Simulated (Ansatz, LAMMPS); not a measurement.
# Squeezing and shearing amorphous carbon (106 atoms): runs compared

Aim: relax amorphous carbon (106 atoms), then change its volume and shape to read moduli from the stress.

Computed with Ansatz 0.2.0: Kohn-Sham DFT, PBE, PAW (set soft_2), plane waves.

## 1. The cell as built

The cell holds 106 atoms: 106 C. Its edges and angles: a = 10.737 Å, b = 10.737 Å, c = 10.737 Å, α = 90.0°, β = 90.0°, γ = 90.0°. 106 atoms (106 C) placed at random at 1.71 g/cm³, melted at 6000 K for 10 ps at fixed volume with the LCBOP (Los and Fasolino, Phys. Rev. B 68, 024107 (2003)). Quenched from 6000 K to 100 K at 500 K/ps and fixed volume, held 5 ps, then minimised at fixed cell.

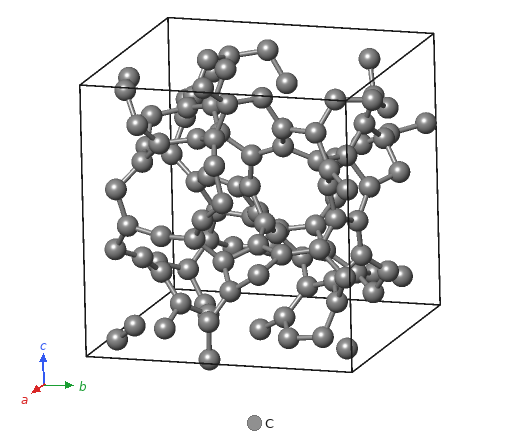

The cell as built. Bonds to atoms that aren't drawn are left out. Some periodic images of atoms are drawn too.

Limits known from the start: The quench rate of 500 K/ps far exceeds what a furnace or splat quench reaches, so expect more defects and frozen-in strain than in a real sample. The network of bonds at the start is that of the classical potential that made the cell, and needn't be the one that DFT or experiment would give. Sampling is at Γ alone.

## 2. The reference run

The reference is a single point at the end of the relaxation.

Every strained cell starts from the geometry of this run, and its atoms are relaxed with the cell held.

Its input, with most atom lines left out:

```yaml
crystal:
  lattice:
    - [10.46598, -0.16245, -0.10005]
    - [-0.16245, 10.17792, -0.03785]
    - [-0.10005, -0.03785, 9.91793]
  atoms:
    - { symbol: C, position: [0.78839, 0.09812, 0.43505] }
    - { symbol: C, position: [0.69399, 0.77481, 0.03296] }
    - { symbol: C, position: [0.8894, 0.16872, 0.84121] }
    - { symbol: C, position: [0.52433, 0.88836, 0.42935] }
    - { symbol: C, position: [0.42159, 0.20667, 0.72666] }
    - { symbol: C, position: [0.14657, 0.44266, 0.29589] }
    - { symbol: C, position: [0.07668, 0.07175, 0.71837] }
    [... atom lines 8 to 106 left out ...]
kpoints:
  mp_grid: { grid: [1, 1, 1] }
hamiltonian:
  xc: pbe
scf:
  occupations: { method: fermi_dirac, width: 0.05 }
output:
  forces: true
  stress: true
  populations: true
  dos:
    method: { smearing: { sigma: 0.15 } }
    de: 0.1
    projected: { site_lists: { C: [C] } }
  eigenvalues: true
  write_density: true
  write_potential: true
  volumetric_format: npy
  elf: true
```

```
free energy per atom   : -250.1206 eV/atom
r.m.s. force component : 0.00381 eV/Å
pressure               : 0.0113 GPa
```

Levels near the Fermi energy are neither full nor empty under the smearing, so no gap is quoted.

## 3. The runs

Each row is one run, on 4 threads of AMD EPYC 7R43, shared host. The free energy is the program's total, comparable only between runs with the same functional, potentials and atoms.

```
                                 run  atoms    outcome  ionic steps, all passes  free energy (eV)     time  host memory (GiB)
           Single point at the start    106  converged                        -        -26489.591     14 s                1.4
              Cell and atoms relaxed    106  converged                       32        -26512.788  4.8 min                1.4
Single point at the relaxed geometry    106  converged                        -        -26512.788     14 s                1.3
                         Volume -3 %    106  converged                       13        -26512.327  1.8 min                1.3
                         Volume +3 %    106  converged                        6        -26512.334     57 s                1.3
                         Volume -6 %    106  converged                       22        -26512.432  3.4 min                1.3
                         Volume +6 %    106  converged                        8        -26511.037     80 s                1.4
                        Volume -10 %    106  converged                       19        -26510.578  2.8 min                1.3
            Stretched by 1 % along x    106  converged                        4        -26512.679     37 s                1.3
           Compressed by 1 % along x    106  converged                        4        -26512.677     38 s                1.3
                Sheared by 2 % in xy    106  converged                        4        -26512.698     38 s                1.3
```

In some runs the program notes that the SCF threshold is loose for the stress.

## 4. Pressure against volume

Atoms are relaxed at each volume, in the scaled cell.

```
volume change (%)  volume (Å³/atom)  energy change (meV/atom)  pressure (GPa)  largest move on relaxing (Å)  bonds
              -10             8.967                     20.86           12.06                          0.77    160
               -6             9.365                      3.36            6.57                          0.68    159
               -3             9.664                      4.35            4.70                          0.20    156
               +0             9.963                      0.00            0.01                             -    156
               +3            10.262                      4.29           -4.51                          0.07    156
               +6            10.561                     16.52           -8.58                          0.14    156
```

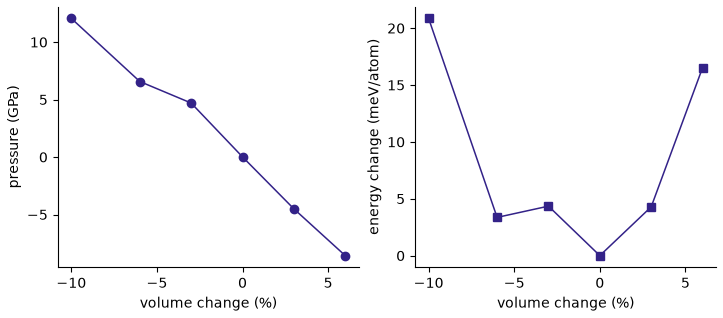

Pressure and energy against volume.

## 5. Uniaxial strain and shear

Stress (GPa, compression positive) less that of the relaxed cell, atoms relaxed:

```
                   strain      xx      yy      zz      xy  energy change (meV/atom)
 stretched by 1 % along x  -3.227  -1.213  -1.161   0.160                      1.03
compressed by 1 % along x   3.214   1.239   1.148  -0.186                      1.05
     sheared by 2 % in xy   0.290  -0.108   0.154  -1.404                      0.86
```

## 6. What came out

The bulk modulus, from the slope of pressure against ln V over the three points nearest the relaxed volume, is 153 GPa; between neighbouring points the slope runs 126, 60, 154, 153 and 142 GPa from the smallest volume up, without a steady fall, so no pressure derivative is given. The count of bonds runs from 156 to 160 over the series, so at some points contacts cross the cutoffs. At -10 % and -6 % some atom moved by over 0.5 Å on relaxing, so those points may sit in another local minimum. At -6 % the energy lies below that of a less strained cell, so the structure found a lower minimum there. In the Cartesian axes of the cell, finite differences give C11 = 322, C12 = 123, C13 = 115 and C66 = 70.2 GPa (the shear of 2 % is the engineering strain, εxy = 0.01). The mean of C11, C12 and C13, which equals the bulk modulus in a cubic or isotropic solid, is 187 GPa: it lies 22 % over the bulk modulus from the volumes. For an isotropic solid C66 would equal (C11 − C12)/2 = 99.7 GPa; so small a sample needn't be isotropic, and C66 rests on one shear. With the bulk modulus and C66 as K and G, Young's modulus would be about 183 GPa and Poisson's ratio 0.30.

**Limits.** Strains are finite and relaxations stop at the force tolerance of the input, which can leave moduli too stiff; they are those of a static cell at zero temperature. Volumes are changed with the cell's shape held, so in an anisotropic solid the modulus lies over the one under free hydrostatic load. The program notes that the SCF threshold of the relaxations is loose for the stress.

The DFT runs together took 17 min of wall time.

[Logs are printed without paths, hosts, clocks, repeated set-up lines and the standing remarks that a program may print on its own settings, such as how far it seeks lower states.]

[Hosts, paths, dates, database ids (printed as entryN), source tags and the programs' standing remarks are cut or masked in the printed files.]
